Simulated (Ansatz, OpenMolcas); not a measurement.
Strength of the C–H bond: Al(CH3)2F → Al(CH2)(CH3)F + H

Species: Al(CH3)2F, singlet; Al(CH2)(CH3)F, doublet; H atom, doublet. 

Shapes, held fixed at every level: PBE0-D4/def2-TZVP. Flexible molecules stand in one conformer, not always the lowest. Programs: Ansatz 0.2.0, OpenMolcas 26.06. A level may come from different programs for different species; with the same settings they agree closely. Electronic energies: no zero-point or thermal term.

```csv
level,kind,ΔE (kJ/mol),less CCSD(T)/CBS estimate
MP2/def2-SVP,perturbation theory,+421.9,-20.2
PBE/def2-SVP,GGA,+431.9,-10.2
M06-L/def2-SVP,meta-GGA,+430.5,-11.6
TPSS/def2-SVP,meta-GGA,+431.0,-11.1
PBE0/def2-SVP,global hybrid,+429.4,-12.7
B3LYP-D4/def2-TZVPP,global hybrid,+434.2,-7.9
CCSD(T)/def2-SVP,coupled cluster or CI,+424.5,-17.6
CCSD(T)/CBS estimate,coupled cluster or CI,+442.1,0.0
```

The highest level, CCSD(T)/CBS estimate, gives ΔE = +442.1 kJ/mol; the levels span +421.9 to +442.1. The column of differences is taken from that level and isn't an error. No measured value is set beside it here. Open shells run unrestricted. The CBS estimate extrapolates MP2 from def2-TZVPP and def2-QZVPP and adds CCSD(T) − MP2 in the triple-zeta set, cores frozen. CCSD(T)/CBS estimate lies outside the range of all other levels here, so it shouldn't be taken on trust.

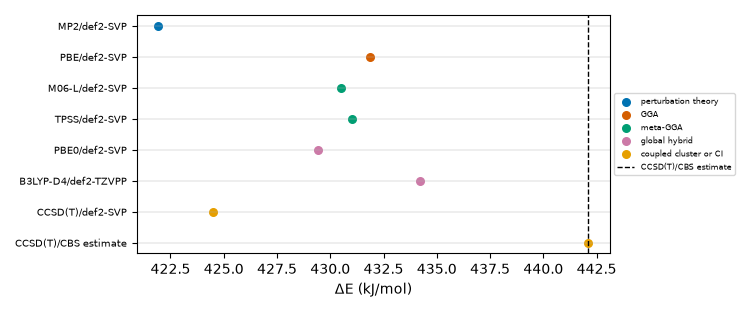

The values of the table, level by level.
